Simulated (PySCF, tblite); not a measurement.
**C₄H₄F₃N: dynamics, then NMR shifts on frames, part 1 of 2**

Aim: move C₄H₄F₃N (`C=C/N=C/C(F)(F)F`) away from its starting geometry and see how NMR shifts follow the geometry.

The runs use tblite 0.8.0 and PySCF 2.14.0, with density-fitted response routines of our own; the level of theory stands in each step. All values are computed, except where a source is named. Atoms are numbered from 0 throughout.

### 1 The molecule as given

12 atoms, charge 0, multiplicity 1; geometry from: GFN2-xTB.

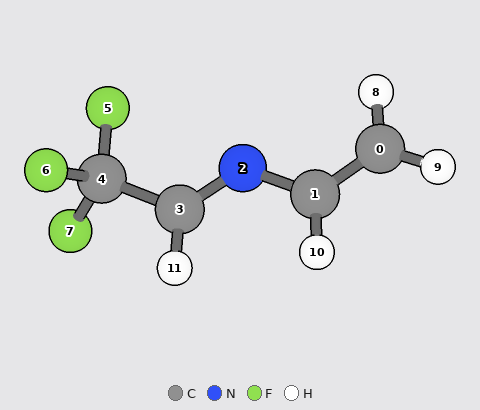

The starting geometry (carbon grey, nitrogen blue, fluorine green, hydrogen white), atoms numbered.

### 2 Thermal motion with GFN2-xTB

What the job is given:

```
{"job": {"kind": "md", "xc": "GFN2-xTB", "basis": "xTB", "temperature": 300, "steps": 2000, "every": 50, "frames": 5}, "charge": 0, "multiplicity": 1}
C      2.522142     0.570445     0.109727
C      1.486035    -0.249673    -0.034305
N      0.209752     0.259179     0.040106
C     -0.798656    -0.483088    -0.089333
C     -2.178654     0.108288     0.000795
F     -2.191666     1.423680     0.198300
F     -2.879882    -0.450564     1.005400
F     -2.882766    -0.131733    -1.121306
H      2.360898     1.620284     0.282331
H      3.536223     0.216504     0.059551
H      1.608853    -1.318691    -0.210100
H     -0.791081    -1.565318    -0.267193
```

Method: GFN2-xTB Langevin dynamics, gas phase.

Run with:

```sh
$ OMP_NUM_THREADS=1 python probes_run.py task.json out
```

The driver reads the jobs from task.json and runs them one after another.

Standard output:

```text
t/fs     T/K      E/eV
    0.0   261.5   -752.88603
   25.0   149.1   -752.56433
   50.0   238.0   -752.54158
   75.0   258.2   -752.54409
  100.0   234.3   -752.49485
  125.0   190.0   -752.64996
  150.0   154.6   -752.54156
  175.0   312.6   -752.55337
  200.0   331.7   -752.68990
  225.0   307.9   -752.53279
  250.0   233.5   -752.51294
  275.0   181.6   -752.48188
  300.0   268.0   -752.55632
  325.0   411.6   -752.53443
  350.0   228.5   -752.27928
  375.0   260.8   -752.43491
  400.0   408.0   -752.54141
  425.0   479.4   -752.53444
  450.0   400.7   -752.49898
  475.0   321.7   -752.38317
  500.0   286.3   -752.48119
  525.0   270.0   -752.52779
  550.0   266.5   -752.55358
  575.0   368.5   -752.60413
  600.0   372.5   -752.46751
  625.0   278.7   -752.32597
  650.0   478.3   -752.51321
  675.0   249.0   -752.12673
  700.0   419.4   -752.47890
  725.0   460.8   -752.37041
  750.0   393.6   -752.43685
  775.0   260.3   -752.32454
  800.0   423.5   -752.57709
  825.0   345.7   -752.51199
  850.0   334.2   -752.49881
  875.0   444.1   -752.37553
  900.0   430.8   -752.54493
  925.0   328.4   -752.37922
  950.0   265.3   -752.46398
  975.0   208.9   -752.53258
 1000.0   233.6   -752.57379
```

Wall time 8.1 s (1 thread of Intel Xeon Platinum 8559C, shared host); peak memory 0.18 GiB.

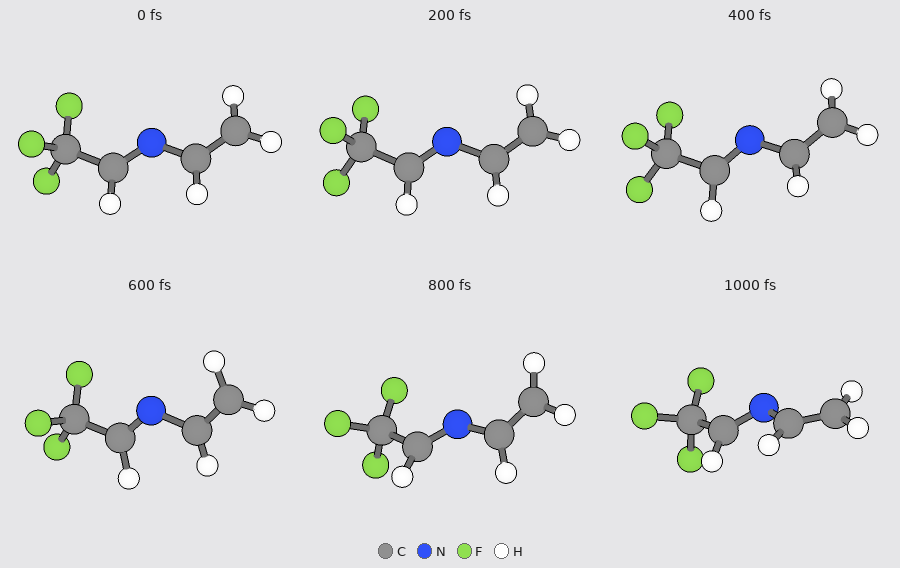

Frames of the run.

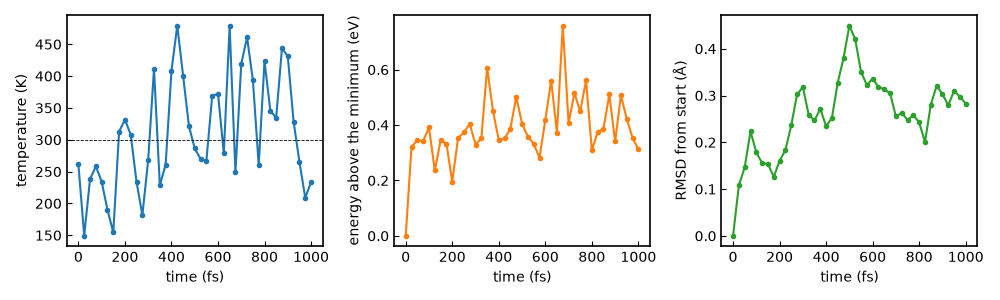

Temperature, potential energy and distance from the start.

Positions (Å) and forces (eV/Å) at 1000 fs:

```xyz
12

C     1.600   -0.916    1.219    1.873    0.589    0.036
C     0.333   -1.214    1.205   -0.985   -0.472    0.005
N    -0.546   -0.304    0.713   -2.656   -0.007   -0.923
C    -1.694   -0.751    0.304    2.251    1.866    0.194
C    -2.787    0.077   -0.301   -0.724    0.150   -0.908
F    -2.687    1.421   -0.338    0.074   -1.029    0.492
F    -3.932   -0.268    0.364    0.475    0.543   -0.561
F    -3.015   -0.257   -1.642    0.271    0.026    1.419
H     1.886    0.078    0.895    0.186   -0.255    0.053
H     2.363   -1.626    1.503   -0.081    0.215    0.034
H    -0.053   -2.170    1.508   -0.118   -0.545    0.139
H    -1.894   -1.790    0.297   -0.567   -1.081    0.020
```

### 3 NMR shieldings: 250 fs, PBE0/pcSseg-1

What the job is given:

```
{"job": {"kind": "nmr", "xc": "PBE0", "basis": "pcSseg-1", "pop": false}, "charge": 0, "multiplicity": 1}
C      2.121100     0.730300     0.049800
C      1.140800    -0.149300     0.198100
N     -0.121600     0.240900     0.377700
C     -1.186900    -0.363500     0.067700
C     -2.623100     0.224700     0.237400
F     -2.577500     1.511500     0.099400
F     -3.100900    -0.097500     1.441700
F     -3.467400    -0.337000    -0.610200
H      1.984800     1.763900     0.185100
H      3.113300     0.403600    -0.306100
H      1.336900    -1.278200     0.031000
H     -1.154800    -1.345200    -0.437100
```

With the program's defaults for keys left out, this is: GIAO PBE0/pcSseg-1 NMR shielding, non-relativistic, gas phase.

Standard output:

```text
coarse grid: 11144 points
cycle   1  E = -508.2694223139  dE =  1.413e+00  |g| = 9.151e-01  |ddm| = 3.125e+00
cycle   2  E = -508.0409642656  dE =  2.285e-01  |g| = 1.465e+00  |ddm| = 1.308e+00
cycle   3  E = -508.4131024630  dE = -3.721e-01  |g| = 1.687e-01  |ddm| = 9.075e-01
cycle   4  E = -508.4187531159  dE = -5.651e-03  |g| = 7.501e-02  |ddm| = 1.637e-01
cycle   5  E = -508.4199763864  dE = -1.223e-03  |g| = 1.524e-02  |ddm| = 6.084e-02
cycle   6  E = -508.4200243957  dE = -4.801e-05  |g| = 4.167e-03  |ddm| = 1.547e-02
cycle   7  E = -508.4200274344  dE = -3.039e-06  |g| = 1.663e-03  |ddm| = 4.089e-03
final grid: 112128 points
cycle   8  E = -508.4841005676  dE = -3.667e-05  |g| = 6.296e-03  |ddm| = 2.100e-02
cycle   9  E = -508.4840918785  dE =  8.689e-06  |g| = 9.076e-03  |ddm| = 1.246e-02
cycle  10  E = -508.4841095339  dE = -1.766e-05  |g| = 1.359e-03  |ddm| = 7.369e-03
cycle  11  E = -508.4841099425  dE = -4.086e-07  |g| = 3.564e-04  |ddm| = 1.066e-03
cycle  12  E = -508.4841099646  dE = -2.210e-08  |g| = 1.290e-04  |ddm| = 2.680e-04
cycle  13  E = -508.4841099672  dE = -2.610e-09  |g| = 4.366e-05  |ddm| = 1.034e-04
cycle  14  E = -508.4841099676  dE = -4.477e-10  |g| = 1.231e-05  |ddm| = 4.328e-05
converged SCF energy = -508.4841099676

GIAO shielding tensors (ppm)
atom      isotropic    diamagn.    paramagn.     s11        s22        s33       span
  0 C       55.773     253.860    -198.087    -41.822     49.593    159.547    201.369
  1 C       41.408     255.388    -213.980    -62.052     65.780    120.497    182.549
  2 N     -140.874     331.141    -472.016   -542.272   -126.765    246.414    788.686
  3 C       31.878     257.590    -225.712    -51.387     45.669    101.351    152.738
  4 C       62.985     245.774    -182.789     50.111     65.603     73.242     23.131
  5 F      277.119     472.984    -195.865    219.501    284.718    327.139    107.638
  6 F      255.266     470.269    -215.004    177.749    247.637    340.411    162.661
  7 F      266.071     469.678    -203.607    193.524    253.575    351.113    157.588
  8 H       25.952      31.508      -5.556     23.214     25.702     28.940      5.726
  9 H       25.742      28.213      -2.471     23.852     25.152     28.222      4.370
 10 H       23.573      29.445      -5.872     21.740     23.416     25.562      3.823
 11 H       24.245      31.769      -7.525     22.811     23.894     26.030      3.219
```

It took 12 s on 1 thread of Intel Xeon Platinum 8559C, shared host; peak memory 0.72 GiB.

Shifts follow as δ = σ(reference) − σ, with reference shieldings (ppm) from runs at the same level and on the same kind of geometry: 1H TMS 31.72, 13C TMS 186.9, 19F CFCl3 170.9, 15N NH3 267.7. The references are single molecules in the gas phase, so shifts against H2O, NH3, PH3, H3PO4 or CFCl3 are not on the usual liquid scales and can be off by tens of ppm. Each atom is listed at this fixed geometry, with no averaging over motion; a spectrum would average atoms that exchange fast.

```csv
atoms,environment,σ (ppm),δ (ppm)
C3,C=N carbon,31.9,155.0
C1,alkene CH,41.4,145.5
C0,terminal =CH2 carbon,55.8,131.2
C4,CF3 carbon,63.0,123.9
H10,hydrogen on an alkene CH,23.57,8.14
H11,hydrogen on a C=N carbon,24.24,7.47
H9,hydrogen on a terminal =CH2 carbon,25.74,5.97
H8,hydrogen on a terminal =CH2 carbon,25.95,5.76
N2,imine nitrogen,-140.9,408.6
F6,fluorine of a CF3 group,255.3,-84.3
F7,fluorine of a CF3 group,266.1,-95.1
F5,fluorine of a CF3 group,277.1,-106.2
```

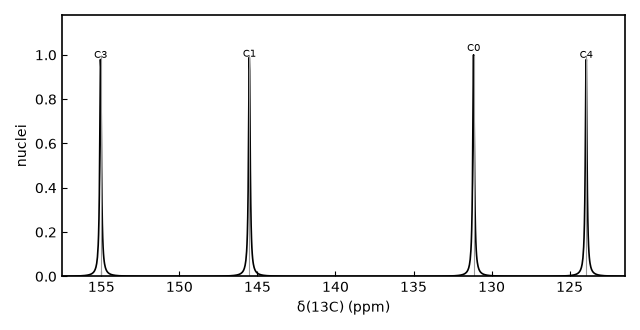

13C lines at the computed shifts, without couplings. Lines are broadened to a width of 0.12 ppm (Lorentzian).

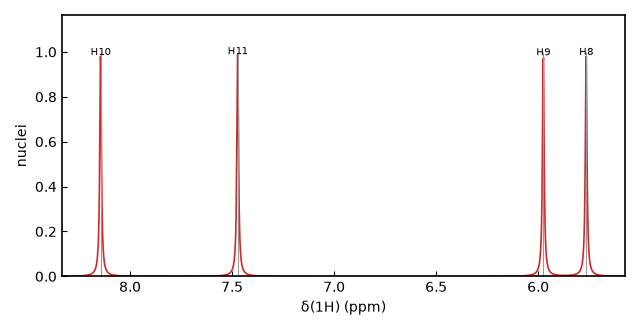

1H lines at the computed shifts, without couplings. Lines are broadened to a width of 0.01 ppm (Lorentzian).

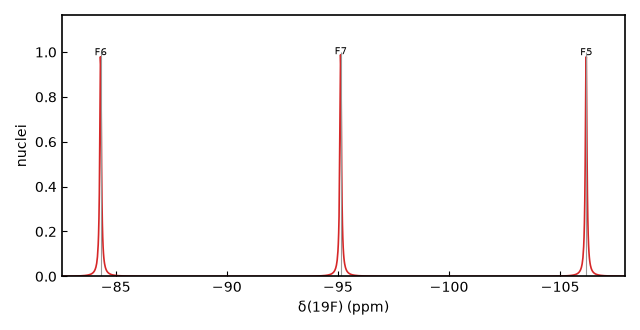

19F lines at the computed shifts, without couplings. Lines are broadened to a width of 0.09 ppm (Lorentzian).

### 4 Shielding tensors: 425 fs, PBE0/pcSseg-1

What the job is given:

```
{"job": {"kind": "nmr", "xc": "PBE0", "basis": "pcSseg-1", "pop": false}, "charge": 0, "multiplicity": 1}
C      1.970300     0.261800     0.947200
C      0.875500    -0.466900     0.583000
N     -0.389100     0.068500     0.499700
C     -1.395500    -0.535400    -0.002400
C     -2.798600     0.071700     0.082900
F     -2.936700     1.401900    -0.018100
F     -3.382600    -0.355200     1.230300
F     -3.516300    -0.458900    -0.956800
H      1.973400     1.351800     1.122100
H      2.883700    -0.260700     0.961100
H      1.031700    -1.495200     0.272600
H     -1.559200    -1.620600    -0.396100
```

With the program's defaults for keys left out, this is: GIAO PBE0/pcSseg-1 NMR shielding, non-relativistic, gas phase.

Standard output:

```text
coarse grid: 11144 points
cycle   1  E = -508.2626252857  dE =  1.149e+00  |g| = 9.291e-01  |ddm| = 3.090e+00
cycle   2  E = -507.9813149641  dE =  2.813e-01  |g| = 1.576e+00  |ddm| = 1.346e+00
cycle   3  E = -508.4139364020  dE = -4.326e-01  |g| = 1.650e-01  |ddm| = 9.395e-01
cycle   4  E = -508.4187497411  dE = -4.813e-03  |g| = 9.060e-02  |ddm| = 1.725e-01
cycle   5  E = -508.4206232656  dE = -1.874e-03  |g| = 1.611e-02  |ddm| = 7.041e-02
cycle   6  E = -508.4206767451  dE = -5.348e-05  |g| = 4.229e-03  |ddm| = 1.584e-02
cycle   7  E = -508.4206799982  dE = -3.253e-06  |g| = 1.382e-03  |ddm| = 3.710e-03
final grid: 112128 points
cycle   8  E = -508.4861798040  dE = -3.949e-05  |g| = 7.597e-03  |ddm| = 2.099e-02
cycle   9  E = -508.4861669598  dE =  1.284e-05  |g| = 1.128e-02  |ddm| = 1.386e-02
cycle  10  E = -508.4861920270  dE = -2.507e-05  |g| = 1.407e-03  |ddm| = 8.160e-03
cycle  11  E = -508.4861924608  dE = -4.337e-07  |g| = 4.708e-04  |ddm| = 1.152e-03
cycle  12  E = -508.4861925055  dE = -4.469e-08  |g| = 1.445e-04  |ddm| = 3.670e-04
cycle  13  E = -508.4861925092  dE = -3.733e-09  |g| = 3.312e-05  |ddm| = 1.071e-04
cycle  14  E = -508.4861925094  dE = -1.941e-10  |g| = 1.798e-05  |ddm| = 3.903e-05
converged SCF energy = -508.4861925094

GIAO shielding tensors (ppm)
atom      isotropic    diamagn.    paramagn.     s11        s22        s33       span
  0 C       45.962     253.678    -207.716    -66.779     45.677    158.989    225.768
  1 C       33.487     254.599    -221.112    -80.114     58.080    122.495    202.609
  2 N     -130.303     329.315    -459.617   -492.016   -150.014    251.121    743.137
  3 C       29.800     253.261    -223.461    -52.225     48.020     93.605    145.830
  4 C       53.153     245.968    -192.814     42.091     53.545     63.824     21.733
  5 F      262.182     472.648    -210.466    184.292    260.857    341.397    157.105
  6 F      238.451     470.226    -231.775    158.108    228.749    328.496    170.388
  7 F      237.621     471.154    -233.533    144.739    223.801    344.323    199.583
  8 H       24.634      29.634      -4.999     21.686     24.545     27.673      5.987
  9 H       25.963      29.760      -3.797     22.611     26.114     29.165      6.554
 10 H       24.231      31.542      -7.311     22.132     23.040     27.520      5.388
 11 H       22.958      28.619      -5.661     21.294     23.161     24.419      3.125
```

Run time: 12 s. Hardware: 1 thread of Intel Xeon Platinum 8559C, shared host; peak memory 0.74 GiB.

Key values: δ C3 157.1, C1 153.4, C0 141.0, C4 133.8, H11 8.76, H10 7.49 ppm.

(Continued in part 2 of 2.)
